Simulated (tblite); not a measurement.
# C5H8AlF3O: geometry relaxation (part 2 of 4)

The same run, continued: C5H8AlF3O; GFN2-xTB geometry optimisation, gas phase (tblite 0.8.0). It belongs to a series of runs on one base structure; here: H on C replaced by CF=CF2.

Geometry of the input (Å):
```
C  3.2247  -0.4508  -0.1350
O  2.1658  -0.5000  0.7554
Al 0.5558  -0.8504  -0.0389
C  -0.7264  0.6614  -0.2221
C  -0.6461  1.1449  -1.6414
C  -2.0926  0.3896  0.2306
F  -3.0041  1.4135  0.1269
C  -2.5299  -0.7502  0.7413
F  -3.8536  -0.8317  1.1106
F  -1.7438  -1.8557  0.9027
H  3.6659  0.5792  -0.1360
H  4.0413  -1.1354  0.1730
H  2.9129  -0.6898  -1.1648
H  0.1174  -2.3429  -0.3997
H  -0.3402  1.4954  0.4430
H  0.3083  1.6985  -1.7631
H  -0.5609  0.2617  -2.3303
H  -1.5031  1.7689  -1.9285
```

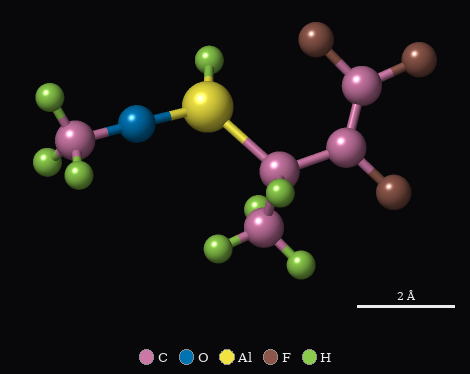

Fig. 1: The geometry at step 40 of the log (ball-and-stick view, seen at a tilt).

Trajectory as extended XYZ, continued:
```
18
Properties=species:S:1:pos:R:3:forces:R:3 step=22 energy=-928.91519
C     3.3697   -0.4363   -0.2016    0.0740   0.0030  -0.1030
O     2.0093   -0.6817    0.0104    0.1310  -0.0070  -0.0280
Al    0.4045   -1.0232   -0.0034   -0.0370   0.3590   0.0380
C    -0.7710    0.7045   -0.0911   -0.0410  -0.0050  -0.1100
C    -0.6535    1.1117   -1.5846    0.0010   0.0070  -0.1260
C    -2.2106    0.5004    0.2503    0.1180  -0.0920  -0.0520
F    -3.0942    1.4846   -0.0377    0.1270  -0.2670   0.0840
C    -2.6141   -0.6395    0.7920    0.0210  -0.0290   0.0530
F    -3.8129   -1.0801    1.1466    0.0900   0.1500  -0.0320
F    -1.6709   -1.5806    1.0889   -0.1860   0.0920   0.0340
H     3.6294    0.5849    0.0749   -0.0910   0.1250   0.0160
H     3.9898   -1.1088    0.3915   -0.0670  -0.1390   0.0560
H     3.6070   -0.5837   -1.2600   -0.0130   0.0050   0.0760
H     0.0696   -2.4265   -0.4588   -0.0750  -0.0180  -0.0610
H    -0.4192    1.5733    0.4966   -0.0810  -0.1170  -0.0740
H     0.3333    1.5431   -1.7650   -0.1030  -0.1130   0.0040
H    -0.7669    0.2294   -2.2185    0.0510   0.0370  -0.0120
H    -1.4084    1.8350   -1.9069    0.0800   0.0090   0.2360
18
Properties=species:S:1:pos:R:3:forces:R:3 step=25 energy=-928.94242
C     3.3835   -0.4331   -0.2022   -0.0420  -0.0030   0.0030
O     2.0180   -0.6798   -0.0014    0.0840   0.0230  -0.0740
Al    0.4049   -0.9932   -0.0130    0.1070  -0.0860  -0.0400
C    -0.7684    0.7005   -0.1033    0.0110  -0.0260  -0.0210
C    -0.6567    1.1164   -1.5920    0.0300  -0.0650  -0.0120
C    -2.1944    0.4792    0.2516   -0.0380  -0.0500  -0.0880
F    -3.0854    1.4496   -0.0335   -0.0560   0.0330  -0.0190
C    -2.6130   -0.6482    0.8013    0.0340  -0.0370   0.0320
F    -3.8205   -1.0607    1.1502   -0.0330   0.1160   0.0100
F    -1.6937   -1.5938    1.1087    0.0190  -0.1040   0.1220
H     3.6283    0.5930    0.0801   -0.0360   0.0010   0.0060
H     3.9862   -1.1157    0.4016   -0.0470  -0.0210  -0.0130
H     3.6315   -0.5770   -1.2587   -0.0190  -0.0060   0.0980
H     0.0274   -2.4063   -0.4593    0.0280   0.1610  -0.0220
H    -0.4211    1.5589    0.4925   -0.0250   0.0550  -0.0100
H     0.3306    1.5287   -1.7773    0.0940   0.0160   0.0090
H    -0.7678    0.2360   -2.2204   -0.0710  -0.0520  -0.1400
H    -1.3981    1.8519   -1.9014   -0.0430   0.0430   0.1590
18
Properties=species:S:1:pos:R:3:forces:R:3 step=28 energy=-928.96123
C     3.4004   -0.4281   -0.2001   -0.0770  -0.0260  -0.0250
O     2.0293   -0.6789   -0.0427    0.1060   0.0390  -0.0060
Al    0.4173   -0.9772   -0.0280    0.0110  -0.0400  -0.0670
C    -0.7668    0.6942   -0.1143    0.1190  -0.0630   0.0200
C    -0.6549    1.1139   -1.6033    0.0240  -0.0140   0.0670
C    -2.1865    0.4497    0.2416   -0.0080   0.0200  -0.0200
F    -3.0851    1.4169   -0.0374   -0.0770   0.0260  -0.0640
C    -2.6076   -0.6636    0.8184   -0.0270   0.0240  -0.0050
F    -3.8346   -1.0274    1.1582    0.0020   0.0290   0.0440
F    -1.7167   -1.6206    1.1561    0.0060  -0.0270   0.0830
H     3.6241    0.6025    0.0931    0.0230  -0.1280   0.0020
H     3.9764   -1.1245    0.4173   -0.0190   0.1030  -0.0460
H     3.6762   -0.5683   -1.2513   -0.0040   0.0130   0.1310
H    -0.0199   -2.3620   -0.4664    0.0650  -0.0170  -0.0670
H    -0.4271    1.5535    0.4879   -0.0560   0.0390  -0.0550
H     0.3421    1.5118   -1.7911   -0.0250  -0.0340   0.0180
H    -0.7878    0.2376   -2.2413   -0.0910   0.1240  -0.0380
H    -1.3876    1.8767   -1.8731    0.0270  -0.0680   0.0290
18
Properties=species:S:1:pos:R:3:forces:R:3 step=31 energy=-928.97032
C     3.4072   -0.4280   -0.2016    0.0250  -0.0010   0.0160
O     2.0372   -0.6829   -0.0911   -0.0600  -0.0030   0.0600
Al    0.4242   -0.9791   -0.0565    0.0180   0.0530  -0.0140
C    -0.7624    0.6870   -0.1120   -0.0930   0.0220   0.0140
C    -0.6540    1.1086   -1.5980   -0.0140   0.0200   0.0020
C    -2.1889    0.4451    0.2346    0.0120  -0.0210   0.0440
F    -3.0989    1.4051   -0.0531    0.0840  -0.0760  -0.0650
C    -2.6070   -0.6614    0.8280   -0.0040  -0.0140   0.0260
F    -3.8373   -1.0158    1.1663    0.0030   0.0090   0.0470
F    -1.7202   -1.6154    1.1920   -0.0390   0.0700   0.0040
H     3.6229    0.5955    0.1091    0.0130   0.0120   0.0050
H     3.9697   -1.1181    0.4294    0.0100  -0.0200   0.0210
H     3.7229   -0.5594   -1.2379    0.0100  -0.0020  -0.0290
H    -0.0366   -2.3541   -0.4779    0.0500  -0.0950  -0.0870
H    -0.4405    1.5581    0.4825    0.0070  -0.0020  -0.0230
H     0.3473    1.4909   -1.7893    0.0030  -0.0190  -0.0160
H    -0.8157    0.2476   -2.2491   -0.0440   0.0580  -0.0050
H    -1.3785    1.8825   -1.8519    0.0190   0.0090  -0.0010
18
Properties=species:S:1:pos:R:3:forces:R:3 step=34 energy=-928.97560
C     3.4096   -0.4293   -0.2011    0.0210   0.0080   0.0360
O     2.0379   -0.6830   -0.1003    0.0100   0.0050   0.0360
Al    0.4253   -0.9753   -0.0654   -0.0200  -0.0860  -0.0430
C    -0.7669    0.6837   -0.1105    0.0610  -0.0060  -0.0210
C    -0.6543    1.1075   -1.5945   -0.0440   0.0320  -0.0420
C    -2.1891    0.4388    0.2356    0.0020  -0.0010  -0.0020
F    -3.0943    1.3930   -0.0725   -0.0270   0.0010  -0.0640
C    -2.6092   -0.6616    0.8362   -0.0300   0.0150   0.0360
F    -3.8403   -1.0063    1.1792   -0.0260  -0.0160   0.0510
F    -1.7242   -1.6083    1.2117    0.0340  -0.0270   0.0200
H     3.6233    0.5918    0.1160    0.0130   0.0500   0.0000
H     3.9661   -1.1177    0.4361    0.0160  -0.0530   0.0200
H     3.7401   -0.5569   -1.2338   -0.0330  -0.0130  -0.0130
H    -0.0258   -2.3607   -0.5006    0.0450   0.0390  -0.0240
H    -0.4483    1.5620    0.4734    0.0220  -0.0140   0.0390
H     0.3497    1.4792   -1.7917    0.0010  -0.0130   0.0070
H    -0.8356    0.2628   -2.2584   -0.0230  -0.0460   0.0050
H    -1.3728    1.8868   -1.8358   -0.0220   0.1260  -0.0400
18
Properties=species:S:1:pos:R:3:forces:R:3 step=37 energy=-928.98301
C     3.4185   -0.4285   -0.1899   -0.0160  -0.0030   0.0050
O     2.0438   -0.6767   -0.0912    0.0450   0.0010  -0.0120
Al    0.4326   -0.9769   -0.0919   -0.0330  -0.0430   0.0110
C    -0.7646    0.6787   -0.1168    0.0240  -0.0260  -0.0650
C    -0.6634    1.1167   -1.6009   -0.0200   0.0180  -0.0040
C    -2.1837    0.4220    0.2381   -0.0430   0.0130  -0.0770
F    -3.0877    1.3629   -0.1116   -0.0940   0.0280  -0.0110
C    -2.6149   -0.6655    0.8572    0.0480   0.0590   0.0090
F    -3.8502   -0.9889    1.2114    0.0420  -0.0050   0.0120
F    -1.7371   -1.6131    1.2465    0.0510  -0.0220   0.0160
H     3.6314    0.5963    0.1224    0.0310  -0.0410   0.0240
H     3.9667   -1.1271    0.4461    0.0140   0.0410  -0.0020
H     3.7480   -0.5569   -1.2247   -0.0380  -0.0150   0.0390
H    -0.0156   -2.3598   -0.5397    0.0120   0.0520  -0.0020
H    -0.4487    1.5593    0.4690    0.0160  -0.0920   0.0290
H     0.3521    1.4627   -1.7978   -0.0670  -0.0160  -0.0160
H    -0.8715    0.2822   -2.2728   -0.0100   0.0020   0.0460
H    -1.3643    1.9191   -1.8297    0.0370   0.0500  -0.0010
18
Properties=species:S:1:pos:R:3:forces:R:3 step=40 energy=-928.98867
C     3.4240   -0.4287   -0.1814   -0.0140  -0.0170  -0.0040
O     2.0488   -0.6765   -0.0952   -0.0610  -0.0160   0.0130
Al    0.4359   -0.9848   -0.1174    0.0450   0.1150   0.0910
C    -0.7658    0.6727   -0.1271   -0.1310  -0.0050   0.0020
C    -0.6747    1.1247   -1.6039    0.0160   0.0060  -0.0020
C    -2.1886    0.4193    0.2277   -0.0240  -0.0240  -0.0300
F    -3.1014    1.3483   -0.1400    0.0090  -0.0440   0.0240
C    -2.6114   -0.6570    0.8730    0.0390  -0.0230   0.0010
F    -3.8457   -0.9825    1.2323    0.0680   0.0130   0.0050
F    -1.7323   -1.6055    1.2683    0.0180   0.0900  -0.0320
H     3.6407    0.5941    0.1336    0.0020  -0.0250   0.0210
H     3.9706   -1.1275    0.4553   -0.0010   0.0170   0.0120
H     3.7543   -0.5582   -1.2140    0.0140  -0.0050  -0.0060
H    -0.0082   -2.3605   -0.5635   -0.0280  -0.0380  -0.0290
H    -0.4471    1.5429    0.4735    0.0340  -0.0920   0.0090
H     0.3458    1.4466   -1.7998    0.0330   0.0280  -0.0760
H    -0.8990    0.2912   -2.2707   -0.0440   0.0410  -0.0200
H    -1.3548    1.9476   -1.8269    0.0260  -0.0220   0.0200
18
Properties=species:S:1:pos:R:3:forces:R:3 step=43 energy=-928.99596
C     3.4273   -0.4323   -0.1696    0.0130  -0.0030   0.0200
O     2.0509   -0.6753   -0.0909   -0.0180   0.0040   0.0480
Al    0.4390   -0.9819   -0.1247   -0.0040  -0.0240  -0.0130
C    -0.7796    0.6587   -0.1465    0.0440  -0.0010   0.0050
C    -0.6865    1.1374   -1.6108    0.0370   0.0000  -0.0300
C    -2.1983    0.4048    0.2066    0.0140   0.0090   0.0340
F    -3.1158    1.3178   -0.1834   -0.0290  -0.0450   0.0260
C    -2.6033   -0.6488    0.8974   -0.0490  -0.0330  -0.0450
F    -3.8341   -0.9660    1.2716   -0.0100  -0.0310   0.0400
F    -1.7224   -1.5892    1.3024    0.0860   0.0750  -0.0270
H     3.6533    0.5858    0.1519   -0.0400   0.0290  -0.0060
H     3.9725   -1.1276    0.4705   -0.0140  -0.0560   0.0170
H     3.7612   -0.5626   -1.2002    0.0230   0.0000  -0.0190
H     0.0139   -2.3564   -0.6140   -0.0360   0.0280   0.0390
H    -0.4428    1.5050    0.4752    0.0080   0.0000   0.0340
H     0.3404    1.4273   -1.8223    0.0600   0.0130  -0.0390
H    -0.9489    0.3196   -2.2808   -0.0600   0.0650  -0.0830
H    -1.3354    1.9902   -1.8090   -0.0250  -0.0290  -0.0010
18
Properties=species:S:1:pos:R:3:forces:R:3 step=46 energy=-929.00241
C     3.4335   -0.4367   -0.1544    0.0020   0.0010   0.0100
O     2.0536   -0.6730   -0.0817    0.0750   0.0040   0.0070
Al    0.4438   -0.9811   -0.1417   -0.0570  -0.0920  -0.0460
C    -0.7869    0.6451   -0.1651    0.0740   0.0200  -0.0460
C    -0.6923    1.1511   -1.6223   -0.0170   0.0110  -0.0160
C    -2.2045    0.3899    0.1935   -0.0020   0.0270  -0.0020
F    -3.1349    1.2752   -0.2234   -0.0340   0.0320  -0.0120
C    -2.6018   -0.6465    0.9140    0.0400   0.0060  -0.0300
F    -3.8246   -0.9546    1.3191    0.0150  -0.0650   0.0210
F    -1.7000   -1.5590    1.3354    0.0690  -0.0300   0.0290
H     3.6588    0.5816    0.1700   -0.0280  -0.0060  -0.0090
H     3.9710   -1.1368    0.4891   -0.0290  -0.0180  -0.0130
H     3.7767   -0.5653   -1.1852   -0.0310  -0.0010   0.0660
H     0.0216   -2.3488   -0.6568   -0.0320   0.0280   0.0650
H    -0.4371    1.4679    0.4824   -0.0130   0.0370  -0.0250
H     0.3443    1.4072   -1.8514   -0.0930  -0.0340   0.0090
H    -1.0116    0.3628   -2.3055    0.0380   0.0670  -0.0250
H    -1.3183    2.0272   -1.7925    0.0220   0.0130   0.0170
18
Properties=species:S:1:pos:R:3:forces:R:3 step=49 energy=-929.00677
C     3.4360   -0.4393   -0.1451   -0.0400  -0.0130   0.0150
O     2.0554   -0.6762   -0.0813   -0.0510  -0.0260  -0.0110
Al    0.4430   -0.9892   -0.1587    0.0330   0.0640   0.0450
C    -0.7879    0.6418   -0.1773   -0.0800   0.0070   0.0140
C    -0.6985    1.1592   -1.6275   -0.0370   0.0270  -0.0110
C    -2.2103    0.3926    0.1853    0.0110  -0.0300   0.0050
F    -3.1547    1.2627   -0.2378    0.0880  -0.0110  -0.0100
C    -2.5940   -0.6429    0.9157    0.0570  -0.0220   0.0280
F    -3.8090   -0.9642    1.3387    0.0960  -0.0440  -0.0130
F    -1.6705   -1.5352    1.3449   -0.0120   0.0010   0.0060
H     3.6571    0.5791    0.1799   -0.0130  -0.0010   0.0110
H     3.9688   -1.1426    0.4981   -0.0190  -0.0070   0.0090
H     3.7838   -0.5666   -1.1729   -0.0110  -0.0030   0.0150
H     0.0136   -2.3494   -0.6595   -0.0450  -0.0820   0.0110
H    -0.4337    1.4503    0.4871    0.0020   0.0500  -0.0800
H     0.3382    1.3950   -1.8630    0.0060   0.0190  -0.0130
H    -1.0354    0.3857   -2.3165    0.0100   0.0070  -0.0410
H    -1.3105    2.0454   -1.7868    0.0050   0.0630   0.0190
18
Properties=species:S:1:pos:R:3:forces:R:3 step=53 energy=-929.02447
C     3.4245   -0.4571   -0.1008   -0.0530  -0.0260  -0.0210
O     2.0424   -0.6964   -0.0699   -0.0630  -0.0020  -0.0170
Al    0.4297   -1.0043   -0.1740   -0.0840  -0.0210  -0.0420
C    -0.8070    0.6309   -0.2346    0.0750   0.0030  -0.0740
C    -0.7355    1.2086   -1.6615    0.0720   0.0130  -0.0500
C    -2.2185    0.3755    0.1579    0.0990  -0.0780  -0.0380
F    -3.1793    1.1996   -0.3075    0.0120  -0.1060   0.0450
C    -2.5389   -0.6460    0.9377    0.0140  -0.0040   0.1090
F    -3.7098   -1.0265    1.4258   -0.0280   0.0300  -0.0500
F    -1.5535   -1.4591    1.3992    0.0670   0.0080  -0.0420
H     3.6380    0.5638    0.2238   -0.0140  -0.0660   0.0920
H     3.9405   -1.1739    0.5408   -0.0020   0.0670   0.0700
H     3.8009   -0.5760   -1.1179   -0.0430  -0.0300  -0.0760
H    -0.0241   -2.3683   -0.6727    0.0340   0.0080   0.0490
H    -0.4251    1.4118    0.4491   -0.0140   0.0610  -0.0690
H     0.3066    1.3582   -1.9320    0.1340   0.1620   0.0650
H    -1.1304    0.5112   -2.3979   -0.1910  -0.0250   0.0990
H    -1.2689    2.1543   -1.7421   -0.0140   0.0060  -0.0490
18
Properties=species:S:1:pos:R:3:forces:R:3 step=56 energy=-929.04973
C     3.3891   -0.4842   -0.0546    0.0350   0.0120  -0.0070
O     2.0073   -0.7178   -0.0247    0.0830   0.0170  -0.0430
Al    0.4009   -1.0205   -0.1749   -0.1970  -0.1950  -0.1260
C    -0.8181    0.6246   -0.3097    0.2280   0.0670  -0.1000
C    -0.7627    1.2692   -1.7121    0.0650   0.0190   0.1180
C    -2.2085    0.3454    0.1268    0.0420  -0.0470  -0.0620
F    -3.1927    1.1178   -0.3564   -0.2100  -0.0360  -0.0290
C    -2.4692   -0.6480    0.9653    0.1310   0.0530  -0.0190
F    -3.5889   -1.1034    1.5022   -0.0540   0.1080  -0.0530
F    -1.4056   -1.3679    1.4205    0.1420  -0.1430   0.0960
H     3.6099    0.5341    0.2764   -0.0440  -0.0600   0.0630
H     3.9091   -1.1983    0.5878   -0.0430   0.0300   0.0490
H     3.7706   -0.5995   -1.0728   -0.0890  -0.0310  -0.0100
H    -0.0486   -2.4010   -0.6624    0.0650   0.1130   0.0710
H    -0.4128    1.3831    0.3885   -0.0210   0.0330  -0.0280
H     0.2875    1.3668   -1.9969   -0.0970   0.0900   0.0130
H    -1.2463    0.6513   -2.4679   -0.0410  -0.0080   0.1430
H    -1.2296    2.2544   -1.7113    0.0050  -0.0230  -0.0760
18
Properties=species:S:1:pos:R:3:forces:R:3 step=59 energy=-929.07588
C     3.3628   -0.5040   -0.0217   -0.0170  -0.0110   0.0210
O     1.9807   -0.7372   -0.0120   -0.0150  -0.0120  -0.0240
Al    0.3742   -1.0376   -0.2001    0.0140  -0.0130   0.0180
C    -0.8120    0.6264   -0.3754   -0.0590   0.0440   0.1260
C    -0.7807    1.3190   -1.7455   -0.0010   0.0190   0.0860
C    -2.1897    0.3157    0.0936    0.0030   0.0670  -0.0320
F    -3.2211    1.0415   -0.3732   -0.0290  -0.1400  -0.0470
C    -2.3933   -0.6463    0.9849    0.1150  -0.0500  -0.0650
F    -3.4897   -1.1473    1.5339    0.0620   0.1520  -0.0390
F    -1.2861   -1.3131    1.4383    0.0230  -0.0390   0.0820
H     3.5820    0.5062    0.3271   -0.0610   0.0560  -0.0080
H     3.8811   -1.2090    0.6300   -0.0650  -0.0910   0.0200
H     3.7445   -0.6181   -1.0386    0.0020  -0.0030   0.0070
H    -0.0972   -2.4126   -0.6223    0.0230  -0.0870  -0.0630
H    -0.4042    1.3648    0.3382    0.0570   0.0580   0.0770
H     0.2668    1.3890   -2.0396   -0.0830   0.0440  -0.1590
H    -1.3274    0.7447   -2.4915    0.0850   0.0200   0.0290
H    -1.1995    2.3242   -1.7022   -0.0560  -0.0120  -0.0290
```
